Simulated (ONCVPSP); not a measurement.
# Pseudopotential generation, with input and output: Hf

Hafnium (Hf, Z = 72), core [Kr] 4d10 4f14, reference valence 5s2 5p6 5d2 6s2, valence charge 12. Computed at this level: ONCV potential, PBEsol, scalar-relativistic, made with ONCVPSP 4.0.1.

## Summary

- outcome: generated
- cutoffs needed: 52 Ha and 73 Ha (the cutoffs at which the residual kinetic energy of the hardest occupied pseudo-wave falls to 1 and 0.1 mHa per electron)
- ghost test: no bound ghost flagged; GHOST(+) flagged for s at 115.7 eV
- configuration tests: 1 of 4 tests not solved
- rms error of d²Exc/dni dnj: 7.48 mHa without and 1.33 mHa with the model core
- largest excitation error among the tests solved: -22 meV (all-electron minus pseudo) for 5s2 5p6 5d2 6s0
- range over which the phases arctan(r R′/R) at the test radius agree within 0.05 rad (a looser test near the poles than one of phase shifts): s: up to about 3.4 Ha; p: over the whole range computed; d: up to about 4.5 Ha; f: between about -0.6 and 2.8 Ha
- hardware: 1 CPU thread, shared host
- wall time: 5.3 s

## Notes

Warnings of the program, in the generation or the tests: psatom: WARNING lschvkbb convergence error n,l,iter= 3 2 4.

## Input
```
# ATOM AND REFERENCE CONFIGURATION
# atsym  z   nc   nv     iexc    psfile
  Hf 72.00   10    4  -116133      upf
#
#   n    l    f
    1    0    2.00
    2    0    2.00
    2    1    6.00
    3    0    2.00
    3    1    6.00
    3    2   10.00
    4    0    2.00
    4    1    6.00
    4    2   10.00
    4    3   14.00
    5    0    2.00
    5    1    6.00
    5    2    2.00
    6    0    2.00
#
# PSEUDOPOTENTIAL AND OPTIMIZATION
# lmax
    3
#
#   l,   rc,      ep,       ncon, nbas, qcut
    0    1.80    0.00    4    9    5.30
    1    1.40    0.00    4    7    6.20
    2    2.80    0.00    4    9    5.40
    3    2.70    0.12    4    8    4.40
#
# LOCAL POTENTIAL
# lloc, lpopt,  rc(5),   dvloc0
    4    5    1.35   -1.00
#
# VANDERBILT-KLEINMAN-BYLANDER PROJECTORs
# l, nproj, debl
    0    2    2.60
    1    2    1.50
    2    2    3.00
    3    2    2.10
#
# MODEL CORE CHARGE
# icmod, fcfact, rcfact
    1    0.65    0.00
#
# LOG DERIVATIVE ANALYSIS
# epsh1, epsh2, depsh
   -4.00    5.00    0.02
#
# OUTPUT GRID
# rlmax, drl
    6.00    0.01
#
# TEST CONFIGURATIONS
# ncnf
    4
# nvcnf
#   n    l    f
    4
    5    0    2.00
    5    1    6.00
    5    2    2.00
    6    0    1.00
#
    4
    5    0    2.00
    5    1    6.00
    5    2    2.00
    6    0    0.00
#
    4
    5    0    2.00
    5    1    6.00
    5    2    1.00
    6    0    0.00
#
    4
    5    0    2.00
    5    1    6.00
    5    2    2.50
    6    0    1.50
#
```

Launched with:
```bash
oncvpsp.x < Hf.dat > Hf.out
```

## Log (extracts)
```
ONCVPSP  (Optimized Norm-Conservinng Vanderbilt PSeudopotential)
scalar-relativistic version 4.0.1

#   n    l    f        energy (Ha)
    1    0    2.00    -2.3983972E+03
    2    0    2.00    -4.1018111E+02
    2    1    6.00    -3.6018756E+02
    3    0    2.00    -9.3452265E+01
    3    1    6.00    -7.8519957E+01
    3    2   10.00    -6.0845255E+01
    4    0    2.00    -1.8815769E+01
    4    1    6.00    -1.3916936E+01
    4    2   10.00    -7.5891446E+00
    4    3   14.00    -6.1959107E-01
    5    0    2.00    -2.4637216E+00
    5    1    6.00    -1.3078983E+00
    5    2    2.00    -9.9752009E-02
    6    0    2.00    -1.8856159E-01

Reference configufation results
  iterations    33
  all-electron total energy (Ha)   -1.50736617D+04

Begin loop to  construct optimized pseudo wave functions
and semi-local pseudopoentials for all angular momenta

Calculating optimized projector #   1

 for l=   0

    Fraction of norm inside rc  0.944819
    Optimizing pswf for qcut=   5.30 a_B^-1,  ecut=  14.04 Ha
    Residual kinetic energy error=  2.37D-04 Ha

    Energy error per electron        Cutoff
         Ha          eV             Ha
         0.01000     0.27211        7.31
         0.00100     0.02721       11.75
         0.00010     0.00272       29.99
         0.00001     0.00027       73.90

Calculating optimized projector #   2

 for l=   0

    Fraction of norm inside rc  0.055567
    Optimizing pswf for qcut=   5.30 a_B^-1,  ecut=  14.04 Ha
    Residual kinetic energy error=  1.82D-04 Ha

    Energy error per electron        Cutoff
         Ha          eV             Ha
         0.01000     0.27211        3.83
         0.00100     0.02721       11.13
         0.00010     0.00272       16.05
         0.00001     0.00027       59.64

   Wellstate for l =  1  n =  6
     eigenvalue =   0.1921
     asymptotic potential =   0.6921
     half-point radius =  4.2728

Calculating optimized projector #   1

 for l=   1

    Fraction of norm inside rc  0.600260
    Optimizing pswf for qcut=   6.19 a_B^-1,  ecut=  19.13 Ha
    Residual kinetic energy error=  4.17D-03 Ha

    Energy error per electron        Cutoff
         Ha          eV             Ha
         0.01000     0.27211       15.79
         0.00100     0.02721       51.93
         0.00010     0.00272       73.34
         0.00001     0.00027       97.18

Calculating optimized projector #   2

 for l=   1

    Fraction of norm inside rc  0.070897
    Optimizing pswf for qcut=   6.19 a_B^-1,  ecut=  19.13 Ha
    Residual kinetic energy error=  1.12D-03 Ha

    Energy error per electron        Cutoff
         Ha          eV             Ha
         0.01000     0.27211        7.15
         0.00100     0.02721       19.48
         0.00010     0.00272       40.22
         0.00001     0.00027       77.67

   Wellstate for l =  2  n =  8
     eigenvalue =   2.9002
     asymptotic potential =   3.4002
     half-point radius =  4.6668

Calculating optimized projector #   1

 for l=   2

    Fraction of norm inside rc  0.680157
    Optimizing pswf for qcut=   5.40 a_B^-1,  ecut=  14.60 Ha
    Residual kinetic energy error=  4.92D-07 Ha

    Energy error per electron        Cutoff
         Ha          eV             Ha
         0.01000     0.27211        7.35
         0.00100     0.02721        9.66
         0.00010     0.00272       11.43
         0.00001     0.00027       12.98

Calculating optimized projector #   2

 for l=   2

    Fraction of norm inside rc  0.211037
    Optimizing pswf for qcut=   5.40 a_B^-1,  ecut=  14.60 Ha
    Residual kinetic energy error=  3.34D-05 Ha

    Energy error per electron        Cutoff
         Ha          eV             Ha
         0.01000     0.27211       10.27
         0.00100     0.02721       12.50
         0.00010     0.00272       13.97
         0.00001     0.00027       18.78

   Wellstate for l =  3  n =  5
     eigenvalue =   0.1200
     asymptotic potential =   0.6200
     half-point radius = 18.9889

   Wellstate for l =  3  n =  7
     eigenvalue =   2.2200
     asymptotic potential =   2.7200
     half-point radius =  4.9645

Calculating optimized projector #   1

 for l=   3

    Fraction of norm inside rc  0.001931
    Optimizing pswf for qcut=   4.39 a_B^-1,  ecut=   9.66 Ha
    Residual kinetic energy error=  1.00D-06 Ha

    Energy error per electron        Cutoff
         Ha          eV             Ha
         0.01000     0.27211        0.36
         0.00100     0.02721        0.97
         0.00010     0.00272        3.43
         0.00001     0.00027        6.98

Calculating optimized projector #   2

 for l=   3

    Fraction of norm inside rc  0.222468
    Optimizing pswf for qcut=   4.39 a_B^-1,  ecut=   9.66 Ha
    Residual kinetic energy error=  2.70D-02 Ha

    Energy error per electron        Cutoff
         Ha          eV             Ha
         0.01000     0.27211       15.39
         0.00100     0.02721       43.57
         0.00010     0.00272       49.60
         0.00001     0.00027       69.92

Construct Vanderbilt / Kleinmman-Bylander projectors

B matrix Hermiticity error, ll=   0
   1   2    2.5786E-04

  Orthonormal projector coefficients  9.4977E+00  1.8298E+00

B matrix Hermiticity error, ll=   1
   1   2    1.8112E-04

  Orthonormal projector coefficients  1.0004E+01  2.7218E+00

B matrix Hermiticity error, ll=   2
   1   2    1.4196E-04

  Orthonormal projector coefficients  3.6868E+00 -9.6320E-01

B matrix Hermiticity error, ll=   3
   1   2   -8.2442E-06

  Orthonormal projector coefficients  5.7624E+00  6.0094E-01

Model core correction analysis
  based on d2Exc/dn_idn_j

d2excae - all-electron derivatives

   -2.676234D-02   -2.345106D-02   -8.418575D-03   -1.532704D-03
   -2.345256D-02   -2.393713D-02   -1.205695D-02   -2.566786D-03
   -8.458082D-03   -1.222245D-02   -1.371678D-02   -7.003688D-03
   -1.602636D-03   -2.889779D-03   -7.782649D-03   -6.806843D-03

d2excps - pseudofunction derivatives with no core correction

   -5.056108D-02   -3.404530D-02   -1.005013D-02   -3.416818D-03
   -3.404763D-02   -3.275478D-02   -1.425235D-02   -3.245497D-03
   -1.008996D-02   -1.441874D-02   -1.536434D-02   -7.457662D-03
   -3.488190D-03   -3.570166D-03   -8.240919D-03   -7.241490D-03

rms 2nd derivative error    7.478890E-03

Polynomial model core charge

d2excps - pseudofunction derivatives with core correction

   -2.285253D-02   -2.103018D-02   -7.782115D-03   -1.403950D-03
   -2.103150D-02   -2.401179D-02   -1.217113D-02   -2.413739D-03
   -7.821542D-03   -1.233657D-02   -1.420702D-02   -7.036316D-03
   -1.473842D-03   -2.736647D-03   -7.815297D-03   -6.800240D-03

rms 2nd derivative error    1.326961E-03

Pseudoatom total energy  -49.898196

Diagnostic tests using Vanderbilt-Kleinman-Bylander pseudopotentials
  1 or more projectors used as specified by nproj input data

   l    rcore       rmatch      e in        delta e   norm test  slope test

   0   1.8023093   1.8570313  -2.4637216   0.0000017   1.0001805   1.0001727
   0   1.8023093   1.8570313  -0.1885616   0.0000030   1.0000378   1.0000318

   1   1.4018906   1.4444551  -1.3078983  -0.0000141   1.0001389   1.0001682
   1   1.4018906   1.4444551   0.1921017   0.0000021   1.0003551   1.0003551

   2   2.8059498   2.8911445  -0.0997520  -0.0000003   1.0000229   1.0000237
   2   2.8059498   2.8911445   2.9002480   0.0000000   1.0000485   1.0000485

   3   2.7070234   2.7892145   0.1200000   0.0000036   1.0000451   1.0000451
   3   2.7070234   2.7892145   2.2200000   0.0000043   1.0001223   1.0001223

 Testing for bound ghosts
   n   l    E NL Schr. Eq   E Basis Diag.   E Cutoff

   1   0       -2.463720       -2.463719    107.99
   2   0       -0.188559       -0.139781    107.99

   2   1       -1.307912       -1.307228    112.94

   3   2       -0.099752       -0.098858     56.28

 Testing for highly-localized positive-energy ghosts
       l    <radius>/rc     E Basis Diag.   E Cutoff

       0        0.851910        4.251380    107.99  WARNING - GHOST(+)

Test configuration 0

   n   l     f        eae           eps        diff
   1   0  2.0000-2398.39720691
   2   0  2.0000 -410.18110614
   2   1  6.0000 -360.18756294
   3   0  2.0000  -93.45226497
   3   1  6.0000  -78.51995669
   3   2 10.0000  -60.84525458
   4   0  2.0000  -18.81576898
   4   1  6.0000  -13.91693594
   4   2 10.0000   -7.58914458
   4   3 14.0000   -0.61959107
   5   0  2.0000   -2.46372161   -2.46371993    1.68D-06
   5   1  6.0000   -1.30789827   -1.30791238   -1.41D-05
   5   2  2.0000   -0.09975201   -0.09975235   -3.42D-07
   6   0  2.0000   -0.18856159   -0.18855856    3.03D-06

    Total energies and differences
      AE_ref= -1.50736617D+04  AE_tst= -1.50736617D+04  dif=  0.00D+00
      PS_ref= -4.98981961D+01  PS_tst= -4.98981961D+01  dif= -7.11D-15
      PSP excitation error=  7.11D-15

Test configuration 1

   n   l     f        eae           eps        diff
   1   0  2.0000-2398.65458999
   2   0  2.0000 -410.43690536
   2   1  6.0000 -360.44342818
   3   0  2.0000  -93.70801255
   3   1  6.0000  -78.77570859
   3   2 10.0000  -61.10092835
   4   0  2.0000  -19.07156123
   4   1  6.0000  -14.17270691
   4   2 10.0000   -7.84482118
   4   3 14.0000   -0.87514208
   5   0  2.0000   -2.71923942   -2.72165607   -2.42D-03
   5   1  6.0000   -1.56379413   -1.56467968   -8.86D-04
   5   2  2.0000   -0.33990324   -0.34008146   -1.78D-04
   6   0  1.0000   -0.40451831   -0.40470224   -1.84D-04

    Total energies and differences
      AE_ref= -1.50736617D+04  AE_tst= -1.50733674D+04  dif=  2.94D-01
      PS_ref= -4.98981961D+01  PS_tst= -4.96037052D+01  dif=  2.94D-01
      PSP excitation error= -1.66D-04

Test configuration 2

   n   l     f        eae           eps        diff
   1   0  2.0000-2398.95594045
   2   0  2.0000 -410.73604171
   2   1  6.0000 -360.74267245
   3   0  2.0000  -94.00663328
   3   1  6.0000  -79.07433985
   3   2 10.0000  -61.39951363
   4   0  2.0000  -19.37032876
   4   1  6.0000  -14.47149218
   4   2 10.0000   -8.14353910
   4   3 14.0000   -1.17359152
   5   0  2.0000   -3.01755894   -3.02464096   -7.08D-03
   5   1  6.0000   -1.86120774   -1.86428862   -3.08D-03
   5   2  2.0000   -0.61348959   -0.61443087   -9.41D-04

    Total energies and differences
      AE_ref= -1.50736617D+04  AE_tst= -1.50728469D+04  dif=  8.15D-01
      PS_ref= -4.98981961D+01  PS_tst= -4.90825549D+01  dif=  8.16D-01
      PSP excitation error= -8.26D-04

Test configuration 3

psatom: WARNING lschvkbb convergence error n,l,iter=   3   2   4
ea(ii),et,emin,emax -1.089542E-01 -1.198496E-01 -1.198496E-01 -1.198496E-01
run_config: WARNING for fully non-local PS atom, stg. 1
 WARNING no output for configuration 4

Test configuration 4

   n   l     f        eae           eps        diff
   1   0  2.0000-2398.37118396
   2   0  2.0000 -410.15361626
   2   1  6.0000 -360.16011855
   3   0  2.0000  -93.42521751
   3   1  6.0000  -78.49290791
   3   2 10.0000  -60.81806397
   4   0  2.0000  -18.78855832
   4   1  6.0000  -13.88963135
   4   2 10.0000   -7.56165093
   4   3 14.0000   -0.59201760
   5   0  2.0000   -2.43582401   -2.43674858   -9.25D-04
   5   1  6.0000   -1.28214162   -1.28204391    9.77D-05
   5   2  2.5000   -0.08516817   -0.08510247    6.57D-05
   6   0  1.5000   -0.18087730   -0.18089614   -1.88D-05

    Total energies and differences
      AE_ref= -1.50736617D+04  AE_tst= -1.50736156D+04  dif=  4.61D-02
      PS_ref= -4.98981961D+01  PS_tst= -4.98519871D+01  dif=  4.62D-02
      PSP excitation error= -9.04D-05
```

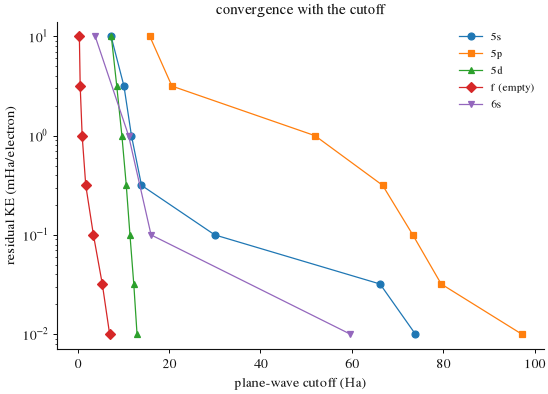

Fig. 1: Residual kinetic energy of the pseudo-waves (the first of each channel, and further valence shells) beyond the plane-wave cutoff, as the generator prints it.

- Cutoffs for 1 mHa per electron: 5p: 52 Ha; 5s: 12 Ha; 6s: 11 Ha; 5d: 9.7 Ha; f (empty): 1.0 Ha.
- Cutoffs for the occupied states: 52 Ha for 1 mHa and 73 Ha for 0.1 mHa per electron. The first is set by 5p.
- Hardest wave at 1 mHa per electron: 5p, with rc = 1.40 bohr and qcut = 6.2 1/bohr. The optimisation minimises, but can't always remove, the kinetic energy above qcut²/2 = 19.2 Ha, and a larger rc would as a rule soften the wave at some cost in transferability.

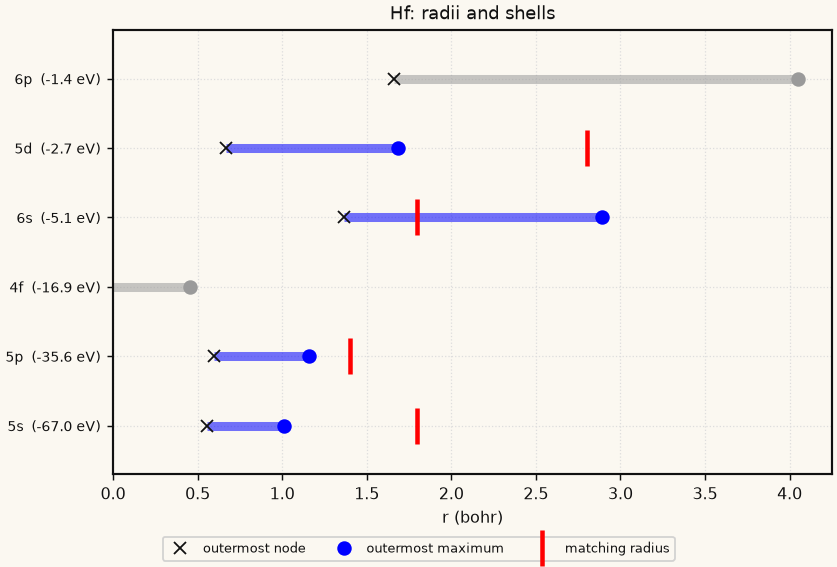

Fig. 2: Outer shells of the all-electron reference atom: each bar runs from the outermost node (or the nucleus) to the outermost maximum of u(r); the tick is the radius chosen for the pseudo-wave. Shells without a tick have no pseudo-wave of their own. Levels, nodes and maxima are from ld1.x, scalar-relativistic.

- Radii against the shells: 5s: 1.80 bohr, outside the maximum; 5p: 1.40 bohr, outside the maximum; 6s: 1.80 bohr, between node and maximum; 5d: 2.80 bohr, outside the maximum.

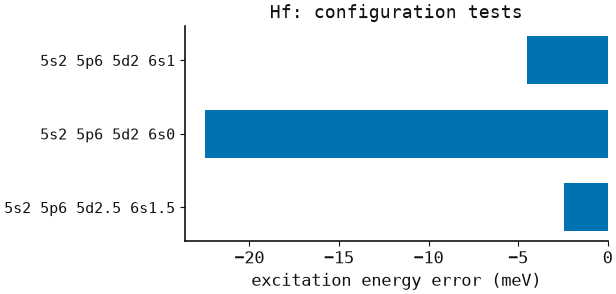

Fig. 3: Errors, all-electron minus pseudo, of the energies of valence configurations relative to the unpolarised reference 5s2 5p6 5d2 6s2. Not all tests gave a result: 1 of 4 tests not solved.

- Worst configuration: 5s2 5p6 5d2 6s0 (charge +2): the error is -22 meV on an all-electron energy of +22.17 eV relative to the reference, or 0.1 %.
- Errors in meV: 5s2 5p6 5d2 6s1: -4.5; 5s2 5p6 5d2 6s0: -22; 5s2 5p6 5d2.5 6s1.5: -2.5.
- Configurations within 10 meV and within 50 meV: 2 and 3 of 3.

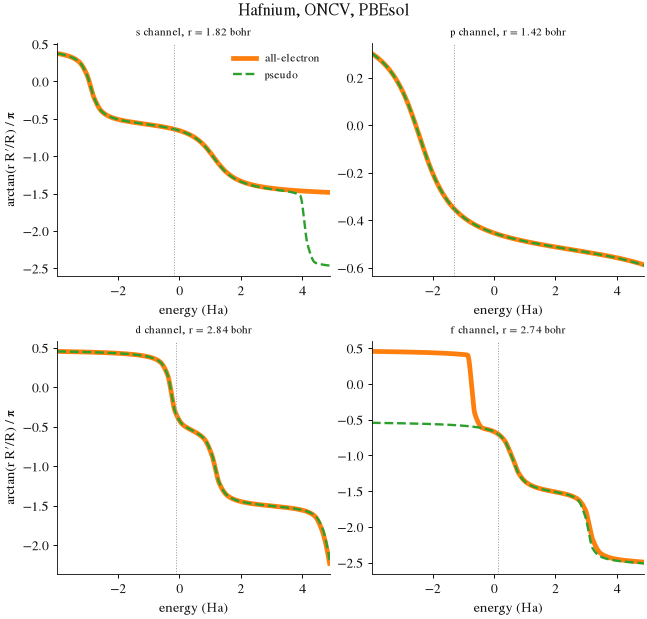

Fig. 4: Unwrapped phase arctan(r R′/R) in units of π against energy, all-electron (solid) and pseudo (dashed); the pseudo phase is matched to the all-electron one at the reference energy. Here R(r) is the radial function. A near-vertical step is a level narrower than the spacing of the points behind the curves. The dotted line marks the reference energy of the channel.

- Ghost states: Going away from the reference energies, the phases part by more than π/2 in: s at about 4.1 Ha (above its reference energy, pseudo phase lower, at the flagged ghost); f at about -0.7 Ha (below its reference energy, pseudo phase lower, at the 4f core level, which only the all-electron atom has). Such a step is either a state that only one of the two atoms has or an ordinary level shifted in energy. The separate test gives: no bound ghost flagged; GHOST(+) flagged for s at 115.7 eV.
- First channel to depart above its reference energy: the f channel: its phase error passes 0.05 rad 2.7 Ha above its reference energy, against 3.5 Ha for s.
